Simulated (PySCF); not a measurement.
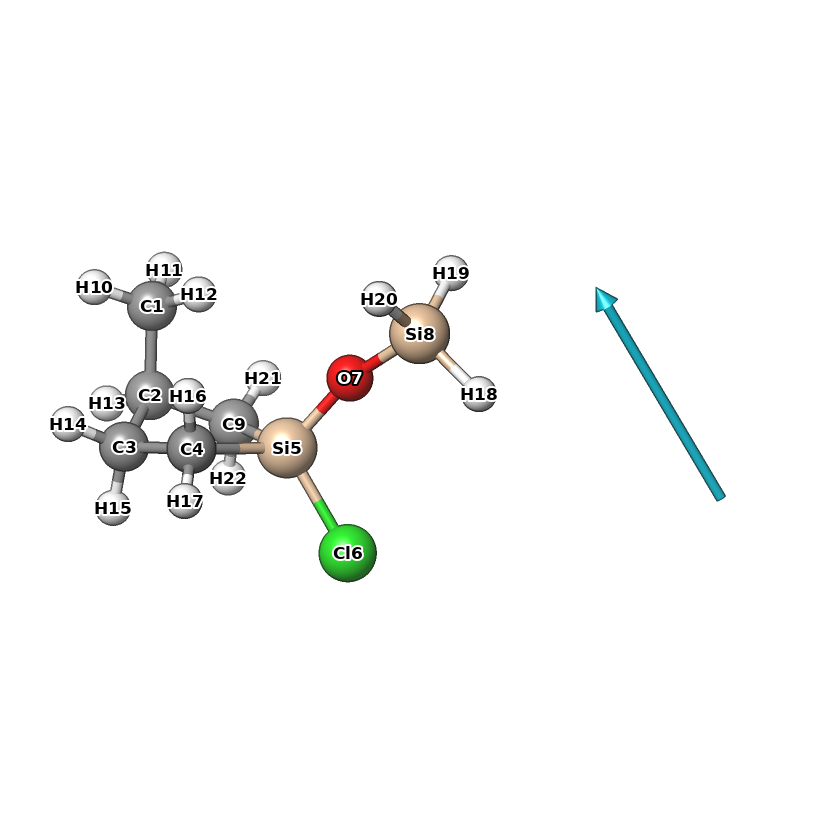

The arrow beside the molecule shows the direction of the dipole moment, from the negative to the positive end (its length means nothing). The geometry was computed by an optimisation with GFN2-xTB. No frequency run is at hand to confirm it as a minimum. Level of theory: PBE0/pcSseg-1, gas phase (PySCF 2.14.0).

Question: How large is the dipole moment?

Answer: 1.56 D; it points from the side of Cl6 to the side of H10 (the outermost atoms at the two ends).

The geometry is semi-empirical. Around Si such bond lengths and angles can be off by a tenth of an ångström or more and by several degrees, and values that hang on the shape move with them.
